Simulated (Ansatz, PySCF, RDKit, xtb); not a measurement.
**Which structure has the formula CHSbSi?, part 1 of 2**

Task: start from the formula CHSbSi, draw up candidate structures, narrow them down in stages, and characterise the one that lies lowest at 298.15 K.

Plan: many cheap relaxations first (GFN2-xTB), then density-functional screening, relaxation at r2SCAN-D4/def2-SVP, vibrations and a final energy. The numbers are computed, not measured.

6 further runs of the same task are left out: 6 set aside as unsound or not needed.

### 1 Drawing up candidates

A program enumerates the bonding patterns with one Lewis structure each (two rings at most, one unusual centre or charged pair), with their diastereomers. O–O, O–halogen and N–halogen bonds and N–N–N chains are not drawn. That gives 9 candidates.

```
label            SMILES     spin
 c003    [CH]#[Sb]=[Si]  singlet
 c016  [CH+]=[Si-]#[Sb]  singlet
 c101    [CH]#[Sb]=[Si]  triplet
 c189     [SiH][C]#[Sb]  triplet
 c298    [Si]=[C]=[SbH]  triplet
 c514  [CH]1=[Si]=[Sb]1  singlet
 c821    [Si]=[C]=[SbH]  singlet
 c895  [C+]#[Si-]=[SbH]  singlet
 c993     [SiH][C]#[Sb]  singlet
```

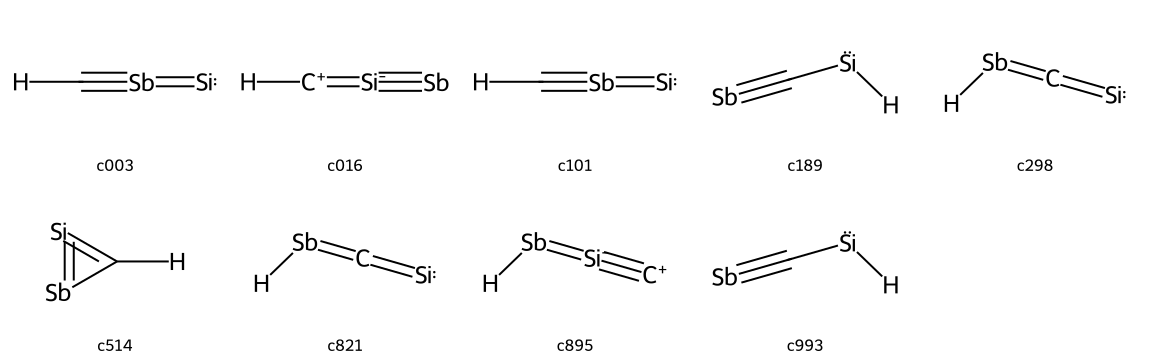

Structural formulas of the candidates.

Candidates are built by distance geometry, with a force field where one applies, in up to four conformers (letters a to d). 6 starts with atoms placed at random are added, to find patterns that the rules miss.

### 2 First filter: tight binding

All 15 starts are relaxed the same way. One of them, c189a (enumerated, embedded by distance geometry and UFF), in full:

start.xyz

```xyz
4
c189a
C      0.033801    -1.509686     0.211492
Sb     0.595811    -2.514388     1.631766
Si    -0.551079    -0.445168    -1.149224
H     -0.402796     0.966791    -0.773396
```

On the command line:

```bash
xtb start.xyz --gfn 2 --opt --uhf 2
```

What it wrote (excerpt; [...] marks lines left out):

```text
* xtb version 6.7.1
[...]
          :  # basis functions                  25          :
[...]
          :  # electrons                        14          :
[...]
          :  Hamiltonian                  GFN2-xTB          :
[...]
          :  net charge                          0          :
          :  unpaired electrons                  2          :
[...]
   *** convergence criteria satisfied after 15 iterations ***
[...]
   *** GEOMETRY OPTIMIZATION CONVERGED AFTER 22 ITERATIONS ***
[...]
   *** convergence criteria satisfied after 3 iterations ***
[...]
         ::                     SUMMARY                     ::
         :::::::::::::::::::::::::::::::::::::::::::::::::::::
         :: total energy              -6.422486612591 Eh    ::
         :: gradient norm              0.000273935759 Eh/a0 ::
         :: HOMO-LUMO gap              1.204297506273 eV    ::
         ::.................................................::
         :: SCC energy                -6.487640671210 Eh    ::
         :: -> isotropic ES            0.008412094244 Eh    ::
         :: -> anisotropic ES          0.002147090432 Eh    ::
         :: -> anisotropic XC         -0.013612173209 Eh    ::
         :: -> dispersion             -0.002884250952 Eh    ::
         :: repulsion energy           0.065154058619 Eh    ::
         :: add. restraining           0.000000000000 Eh    ::
         :: total charge               0.000000000001 e     ::
         :::::::::::::::::::::::::::::::::::::::::::::::::::::
[...]
         8        1.0000           -0.2501571              -6.8071 (HOMO)
         9                         -0.2059000              -5.6028 (LUMO)
[...]
     #   Z          covCN         q      C6AA      α(0)
     1   6          1.790    -0.266    39.279    10.130
     2  51          0.947     0.071   450.109    42.293
     3  14          1.853     0.242   191.684    29.423
     4   1          0.921    -0.047     4.024     3.137
[...]
     #   Z sym  total        # sym  WBO       # sym  WBO       # sym  WBO
 ---------------------------------------------------------------------------
     1   6      3.736 --     3      2.279     2      1.371
     2  51      1.945 --     1      1.371     3      0.553
     3  14      3.723 --     1      2.279     4      0.891     2      0.553
     4   1      0.997 --     3      0.891
 ---------------------------------------------------------------------------
[...]
molecular dipole:
                 x           y           z       tot (Debye)
 q only:       -0.124      -0.027      -0.338
   full:       -0.509       0.913      -1.289       4.218
molecular quadrupole (traceless):
[...]
          | TOTAL ENERGY               -6.422486612591 Eh   |
          | GRADIENT NORM               0.000273935759 Eh/α |
          | HOMO-LUMO GAP               1.204297506273 eV   |
           -------------------------------------------------
[...]
```

Run time: 0.058 s. Hardware: 1 thread of Arm Neoverse V2, shared host.

### 3 The minima found

15 of the 15 relaxations converged; 6 ended on a minimum already found. 9 distinct structures remain:

```
label             start      SMILES after     spin  energy (kcal/mol)           note
 c228  random and drawn  [CH]1[Si][Sb]1 ‡  singlet                0.0               
c101a             drawn    [Si][CH][Sb] ‡  triplet               17.9  bonds changed
c993a             drawn     [SiH][C]#[Sb]  singlet               21.8               
c016a             drawn    [CH][Si][Sb] ‡  singlet               25.6               
 c706            random  [C]1[Si][SbH]1 ‡  singlet               31.3               
c821a             drawn    [Si]=[C]=[SbH]  singlet               32.3               
c189a             drawn     [SiH][C]#[Sb]  triplet               38.7               
c298a             drawn    [Si]=[C]=[SbH]  triplet               58.1               
c895a             drawn    [C][Si][SbH] ‡  singlet               62.8
```

‡ marks the bonded skeleton alone, with all bonds drawn single: no Lewis structure was assigned that passes a check against the bond lengths.

GFN2-xTB has no spin polarisation, so it can't rank spin states and is rough for open shells.

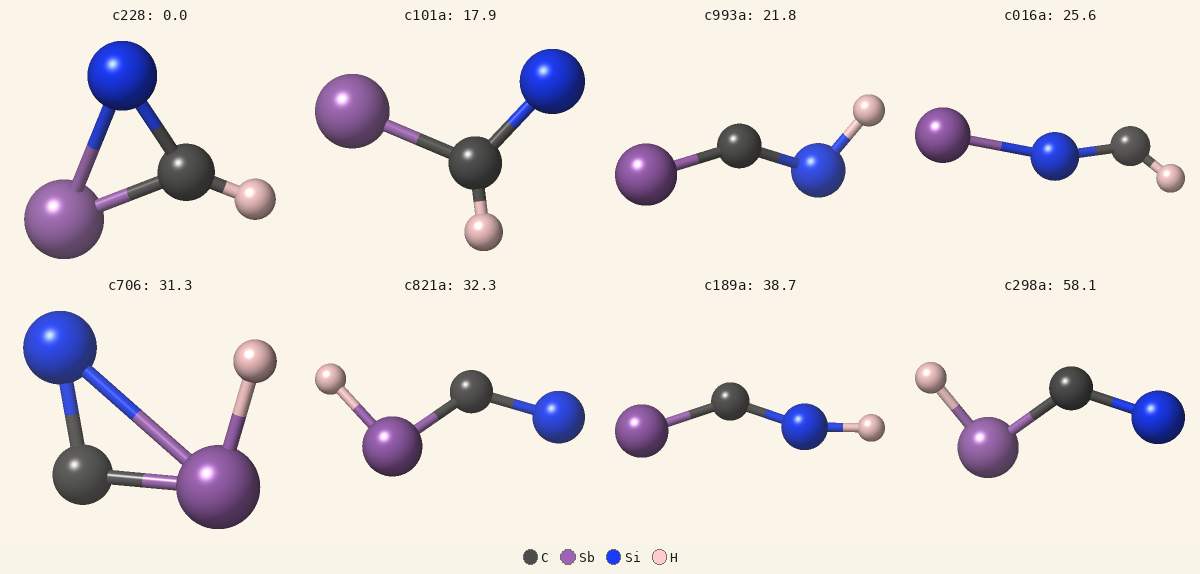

The 8 lowest minima that did not fall apart, with their GFN2-xTB energies in kcal/mol.

### 4 Screening with a density functional

A choice of the minima (the low ones first, few conformers of a pattern, up to a cap) and the lowest that fell apart get a single point at r2SCAN-D4/def2-SVP on the tight-binding geometry, and one at HF/STO-3G for comparison. The lowest singlets are also tried as triplets at the same geometry (label ending in t). The first, c228:

input.yaml

```yaml
crystal:
  periodic: [false, false, false]
  atoms:
    - {symbol: C, position_ang: [-0.034708, 0.799045, -0.410523]}
    - {symbol: Sb, position_ang: [-0.453213, -1.004554, 0.443857]}
    - {symbol: Si, position_ang: [-1.704411, 1.290817, 0.070762]}
    - {symbol: H, position_ang: [0.842073, 1.182912, -0.908346]}
basis:
  gaussian:
    orbitals: def2-SVP
total_charge: 0
hamiltonian:
  xc: {name: r2SCAN}
  dispersion: d4
scf:
  lower_state_search: "off"
```

On the command line:

```bash
ansatz run input.yaml --threads 1 --pin off --max-ram 2610MiB --events-out events.jsonl --progress --plain --runs-dir runs
```

What it wrote (excerpt; [...] marks lines left out):

```text
Warning: RAYON_NUM_THREADS=1 ignored (pool sized by the plan → 1); use --threads N
Functional definition: r2SCAN
  name "r2SCAN"
[...]
728 factors; their error is unknown
[...]
mean field -15464.20642202 eV, -568.2991039938 hartree, gradient 2.7e-6 eV, S^2 0.000000; 0 other end points of the search recorded, 0 dependent functions left out
reference -15464.20642972 eV, -568.2991042767 hartree; 22, 22 occupied and 41, 41 virtual orbitals, 728 factors
Total energy: -15464.23104189 eV, -568.3000087572 hartree
Checks for a lower state left out: stability, starts, cluster_reference, orbital_swaps, neighbouring_geometries, increment
```

It took 1.5 s on 1 thread of Arm Neoverse V2, shared host.

Relative energies in kcal/mol, each column from its lowest structure that stays in one piece:

```
 label            SMILES     spin  GFN2-xTB  HF/STO-3G  r2SCAN-D4/def2-SVP
  c228  [CH]1[Si][Sb]1 ‡  singlet       0.0        6.3                 0.0
 c101a    [Si][CH][Sb] ‡  triplet      17.9        0.0                19.7
 c228t  [CH]1[Si][Sb]1 ‡  triplet         –          –                25.5
 c993a     [SiH][C]#[Sb]  singlet      21.8       53.3                39.1
c016at    [CH][Si][Sb] ‡  triplet         –          –                39.2
 c189a     [SiH][C]#[Sb]  triplet      38.7       37.2                53.1
 c016a    [CH][Si][Sb] ‡  singlet      25.6      105.9                59.1
```

‡ marks the bonded skeleton alone, with all bonds drawn single: no Lewis structure was assigned that passes a check against the bond lengths.

### 5 Refinement at r2SCAN-D4/def2-SVP

3 candidates are relaxed at r2SCAN-D4/def2-SVP (chosen among the lowest in one piece, with other spins of them). The first, c228:

input.yaml

```yaml
crystal:
  periodic: [false, false, false]
  atoms:
    - symbol: C
      position_ang: [-0.034708, 0.799045, -0.410523]
    - symbol: Sb
      position_ang: [-0.453213, -1.004554, 0.443857]
    - symbol: Si
      position_ang: [-1.704411, 1.290817, 0.070762]
    - symbol: H
      position_ang: [0.842073, 1.182912, -0.908346]
basis:
  gaussian:
    orbitals: def2-SVP
hamiltonian:
  xc: {name: r2SCAN}
  dispersion: d4
relax:
  f_tol: 0.003
scf:
  lower_state_search: off
total_charge: 0
```

On the command line:

```bash
ansatz run input.yaml --threads 1 --pin off --max-ram 2610MiB --events-out events.jsonl --progress --plain --runs-dir runs
```

What it wrote (excerpt; [...] marks lines left out):

```text
Warning: RAYON_NUM_THREADS=1 ignored (pool sized by the plan → 1); use --threads N
[...]
[... 2 set-up lines as earlier in the session ...]
[...]
728 factors; their error is unknown
[...]
mean field -15464.20642193 eV, -568.2991039903 hartree, gradient 6.0e-6 eV, S^2 0.000000; 0 other end points of the search recorded, 0 dependent functions left out
[...]
reference -15464.20642963 eV, -568.2991042732 hartree; 22, 22 occupied and 41, 41 virtual orbitals, 728 factors
relax step   1: F+E_penalty+E_count = -15464.23103410 eV  Δ(F+E_penalty+E_count) = +0.000e0 eV  max|allowed force component| = 6.044e-1 eV/Å  Δτ_max = 0.0000 Å  (17 SCF iters, accepted)
[...]
relax step   7: F+E_penalty+E_count = -15464.26263940 eV  Δ(F+E_penalty+E_count) = -2.998e-6 eV  max|allowed force component| = 4.163e-3 eV/Å  Δτ_max = 0.0008 Å  (14 SCF iters, accepted)
[...]
relax step   8: F+E_penalty+E_count = -15464.26264007 eV  Δ(F+E_penalty+E_count) = -6.688e-7 eV  max|allowed force component| = 4.515e-5 eV/Å  Δτ_max = 0.0002 Å  (12 SCF iters, accepted)
Total energy: -15464.26264773 eV, -568.3011702504 hartree
Atom 0 at    -0.033408     0.823495    -0.420580 Å, force     0.000035     0.000026    -0.000035 eV/Å
Atom 1 at    -0.478628    -0.980505     0.444883 Å, force    -0.000006    -0.000017     0.000011 eV/Å
Atom 2 at    -1.714844     1.248401     0.091170 Å, force     0.000016    -0.000001    -0.000003 eV/Å
Atom 3 at     0.876621     1.176830    -0.919723 Å, force    -0.000045    -0.000008     0.000028 eV/Å
Dipole moment:     0.187347    -0.178593    -0.007030 e Å
Checks for a lower state left out: stability, starts, cluster_reference, orbital_swaps, neighbouring_geometries, increment
```

Run time: 17 s. Hardware: 1 thread of Arm Neoverse V2, shared host.

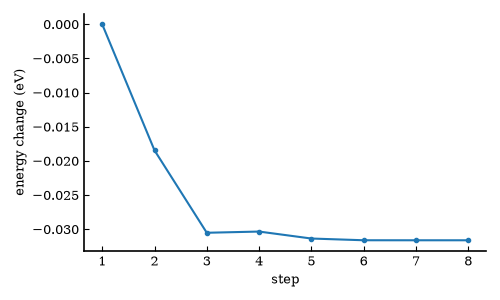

Energy along the run, all evaluated steps.

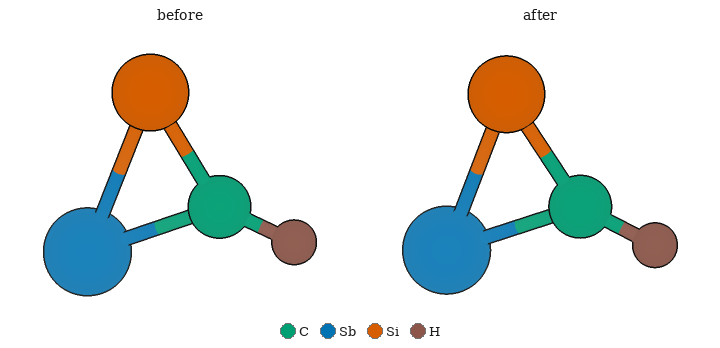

Before and after, at one scale.

After the run. Bond lengths: C1–Sb2 2.050 Å, C1–Si3 1.808 Å, Sb2–Si3 2.573 Å, C1–H4 1.096 Å. Angles: C1–Sb2–Si3 44.3°, Sb2–C1–Si3 83.4°, C1–Si3–Sb2 52.3°, Sb2–C1–H4 131.0°, Si3–C1–H4 145.6°.

### 6 After refinement

```
label     spin  r2SCAN-D4/def2-SVP (kcal/mol)  r2SCAN-D4/def2-SVP, relaxed (kcal/mol)  time                            note
 c228  singlet                            0.0                                     0.0  17 s                                
c101a  triplet                           19.7                                    17.8  74 s  rearranged to [CH]1[Si][Sb]1 ‡
c228t  triplet                           25.5                                    17.8  63 s           same minimum as c101a
```

‡ marks the bonded skeleton alone, with all bonds drawn single: no Lewis structure was assigned that passes a check against the bond lengths.

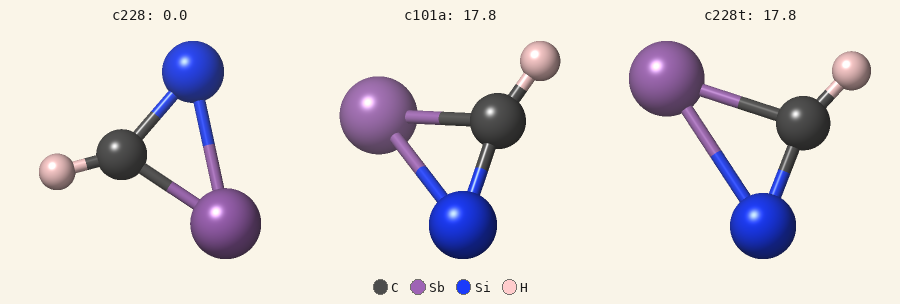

The relaxed structures, with energies at r2SCAN-D4/def2-SVP in kcal/mol.

### 7 Are they minima? Harmonic frequencies

The lowest few in one piece go on as finalists. Harmonic vibrations at r2SCAN-D4/def2-SVP test each finalist and give the zero-point energy and the thermal terms. The first, c228:

input.yaml

```yaml
crystal:
  periodic: [false, false, false]
  atoms:
    - symbol: C
      position_ang: [-0.033408, 0.823495, -0.420580]
    - symbol: Sb
      position_ang: [-0.478628, -0.980505, 0.444883]
    - symbol: Si
      position_ang: [-1.714844, 1.248401, 0.091170]
    - symbol: H
      position_ang: [0.876621, 1.176830, -0.919723]
basis:
  gaussian: {orbitals: def2-SVP}
hamiltonian: {xc: r2scan, dispersion: d4}
phonons: {}
scf: {lower_state_search: off}
```

On the command line:

```bash
ansatz run input.yaml --threads 1 --pin off --max-ram 2610MiB --events-out events.jsonl --progress --plain --runs-dir runs
```

What it wrote (excerpt; [...] marks lines left out):

```text
Warning: RAYON_NUM_THREADS=1 ignored (pool sized by the plan → 1); use --threads N
[... 2 set-up lines as earlier in the session ...]
[...]
728 factors; their error is unknown
[...]
mean field -15464.23802955 eV, -568.3002655490 hartree, gradient 2.7e-6 eV, S^2 0.000000; 0 other end points of the search recorded, 0 dependent functions left out
[...]
reference -15464.23803722 eV, -568.3002658308 hartree; 22, 22 occupied and 41, 41 virtual orbitals, 728 factors
[...]
728 factors; their error is unknown
mean field -15464.23785953 eV, -568.3002593008 hartree, gradient 8.0e-7 eV, S^2 0.000000; 0 other end points of the search recorded, 0 dependent functions left out
[...]
reference -15464.23786719 eV, -568.3002595825 hartree; 22, 22 occupied and 41, 41 virtual orbitals, 728 factors
[...]
728 factors; their error is unknown
[...]
728 factors; their error is unknown
mean field -15464.23801760 eV, -568.3002651097 hartree, gradient 2.5e-6 eV, S^2 0.000000; 0 other end points of the search recorded, 0 dependent functions left out
[...]
reference -15464.23802526 eV, -568.3002653915 hartree; 22, 22 occupied and 41, 41 virtual orbitals, 728 factors
Total energy: -15464.26264498 eV, -568.3011701493 hartree
Atom 0 at    -0.033408     0.823495    -0.420580 Å, force     0.000052    -0.000029    -0.000010 eV/Å
Atom 1 at    -0.478628    -0.980505     0.444883 Å, force     0.000041    -0.000005    -0.000014 eV/Å
Atom 2 at    -1.714844     1.248401     0.091170 Å, force    -0.000013     0.000054    -0.000016 eV/Å
Atom 3 at     0.876621     1.176830    -0.919723 Å, force    -0.000080    -0.000020     0.000039 eV/Å
Dipole moment:     0.187348    -0.178593    -0.007030 e Å
Vibrations: 318.50 625.93 714.08 811.85 867.46 3188.16 cm⁻¹, zero-point energy 0.404559 eV
Checks for a lower state left out: stability, starts, cluster_reference, orbital_swaps, neighbouring_geometries, increment
```

Wall time 29 s (1 thread of Arm Neoverse V2, shared host).

### 8 Zero-point energy and free-energy terms

At 298.15 K and 1 atm, ideal gas, rigid rotor and harmonic oscillator:

```
label            SMILES     spin  point group  lowest mode (cm⁻¹)  zero-point (kcal/mol)  G − E (kcal/mol)
 c228  [CH]1[Si][Sb]1 ‡  singlet           Cs                 318                    9.3              -8.3
c101a  [CH]1[Si][Sb]1 ‡  triplet           Cs                 119                    8.7             -10.0
```

‡ marks the bonded skeleton alone, with all bonds drawn single: no Lewis structure was assigned that passes a check against the bond lengths.

### 9 Last filter: a higher level

Each finalist gets a single point at CCSD(T)/def2-TZVPP.

c228, CCSD(T)/def2-TZVPP:

input.yaml

```yaml
basis:
  gaussian:
    orbitals: def2-TZVPP
crystal:
  periodic: [false, false, false]
  atoms:
    - {symbol: C, position_ang: [-0.033408, 0.823495, -0.420580]}
    - {symbol: Sb, position_ang: [-0.478628, -0.980505, 0.444883]}
    - {symbol: Si, position_ang: [-1.714844, 1.248401, 0.091170]}
    - {symbol: H, position_ang: [0.876621, 1.176830, -0.919723]}
total_charge: 0
correlation:
  method: ccsd_t
  frozen_orbitals: {H: 0, Si: 5, C: 1, Sb: 4}
```

On the command line:

```bash
ansatz run input.yaml --threads 1 --pin off --max-ram 2610MiB --events-out events.jsonl --progress --plain --runs-dir runs
```

What it wrote (excerpt; [...] marks lines left out):

```text
Warning: RAYON_NUM_THREADS=1 ignored (pool sized by the plan → 1); use --threads N
Functional definition: HF
  name "HF"
[...]
987 factors; integrals over basis functions are off by at most 1.4e-3 eV
[...]
mean field -15417.74617858 eV, -566.5917215391 hartree, gradient 2.6e-6 eV, S^2 0.000000; 2 other end points of the search recorded, 0 dependent functions left out; unrestricted orbitals would lower it
10 core orbitals not correlated: weight in the atoms' cores, before any rotation towards them, 1.000 or more for the frozen orbitals, at most 0.000 for the correlated occupied ones
reference -15417.74617858 eV, -566.5917215391 hartree; 12, 12 occupied and 115, 115 virtual orbitals, 987 factors
second order -16.43498955 eV of doubles, -0.00000000 eV of singles
cycle   1  -15.65329216 eV  change    7.8e-1 eV  update   1.3e-1
[...]
cycle  12  -16.30950936 eV  change   -3.1e-6 eV  update   5.6e-6
perturbative correction -0.86822317 eV, -0.0319066130 hartree
Total energy: -15434.92391111 eV, -567.2229915659 hartree
```

Wall time 19 s (1 thread of Arm Neoverse V2, shared host); peak memory 0.6 GiB.

### 10 c101a at CCSD(T)/def2-TZVPP

input.yaml

```yaml
crystal:
  periodic: [false, false, false]
  atoms:
    - {symbol: C, position_ang: [0.208668, -0.776207, -0.401692]}
    - {symbol: Sb, position_ang: [-1.574860, -0.729507, 0.948745]}
    - {symbol: Si, position_ang: [0.955425, -1.809970, 0.726728]}
    - {symbol: H, position_ang: [0.095025, -0.177070, -1.310045]}
basis:
  gaussian:
    orbitals: def2-TZVPP
total_charge: 0
magnetization:
  spin_polarized: true
  initial_magnetization: 2
correlation:
  method: ccsd_t
  frozen_orbitals: {H: 0, Si: 5, C: 1, Sb: 4}
scf:
  omitted_lower_state_checks: [cluster_reference]
```

On the command line:

```bash
ansatz run input.yaml --threads 1 --pin off --max-ram 2610MiB --events-out events.jsonl --progress --plain --runs-dir runs
```

What it wrote (excerpt; [...] marks lines left out):

```text
Warning: RAYON_NUM_THREADS=1 ignored (pool sized by the plan → 1); use --threads N
[... 2 set-up lines as earlier in the session ...]
[...]
981 factors; integrals over basis functions are off by at most 1.0e-3 eV
[...]
mean field -15417.55307704 eV, -566.5846251886 hartree, gradient 2.0e-6 eV, S^2 2.121520; 6 other end points of the search recorded, 0 dependent functions left out
10 core orbitals not correlated: weight in the atoms' cores, before any rotation towards them, 1.000 or more for the frozen orbitals, at most 0.000 for the correlated occupied ones
reference -15417.55307704 eV, -566.5846251886 hartree; 13, 11 occupied and 114, 116 virtual orbitals, 981 factors
second order -15.43835934 eV of doubles, -0.00000000 eV of singles
cycle   1  -15.02286038 eV  change    4.2e-1 eV  update   1.2e-1
[...]
cycle  14  -15.68343122 eV  change    1.4e-5 eV  update   1.5e-5
perturbative correction -0.76114690 eV, -0.0279716327 hartree
Total energy: -15433.99765517 eV, -567.1889522880 hartree
Checks for a lower state left out: cluster_reference
```

Run time: 2.6 min. Hardware: 1 thread of Arm Neoverse V2, shared host; peak memory 1.8 GiB.

For c228 the log finds that unrestricted Hartree-Fock orbitals lie lower, a sign to watch the closed-shell reference there.

### 11 Putting it together

Energies in kcal/mol from c228; G adds the thermal terms to the CCSD(T)/def2-TZVPP energy.

```
label            SMILES     spin  r2SCAN-D4/def2-SVP, relaxed  HF/def2-TZVPP  MP2/def2-TZVPP  CCSD(T)/def2-TZVPP     G  share at equilibrium     T1
 c228  [CH]1[Si][Sb]1 ‡  singlet                          0.0            0.0             0.0                 0.0   0.0               100.0 %  0.016
c101a  [CH]1[Si][Sb]1 ‡  triplet                         17.8            4.5            27.4                21.4  19.6               < 0.1 %  0.030
```

‡ marks the bonded skeleton alone, with all bonds drawn single: no Lewis structure was assigned that passes a check against the bond lengths.

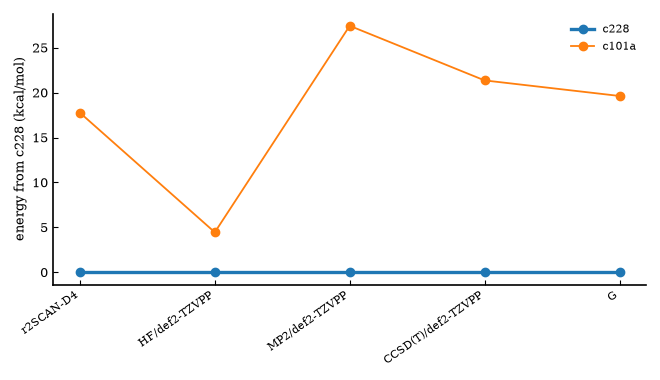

The finalists at each level, measured from c228.

Lowest found: c228, `[CH]1[Si][Sb]1` ‡, a singlet of point group Cs. Bond lengths: C1–Sb2 2.050 Å, C1–Si3 1.808 Å, Sb2–Si3 2.573 Å, C1–H4 1.096 Å. Angles: C1–Sb2–Si3 44.3°, Sb2–C1–Si3 83.4°, C1–Si3–Sb2 52.3°, Sb2–C1–H4 131.0°, Si3–C1–H4 145.6°.

```xyz
4

C    -0.0334    0.8235   -0.4206
Sb   -0.4786   -0.9805    0.4449
Si   -1.7148    1.2484    0.0912
H     0.8766    1.1768   -0.9197
```

‡ marks the bonded skeleton alone, with all bonds drawn single: no Lewis structure was assigned that passes a check against the bond lengths.

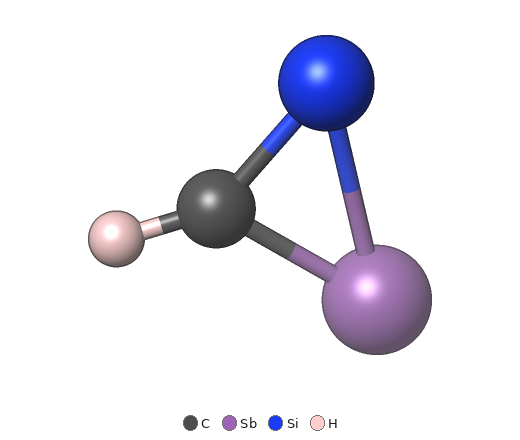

The lowest structure found, seen from a chosen angle (carbon dark grey, antimony purple, silicon blue, hydrogen pink).

(Continued in part 2 of 2.)
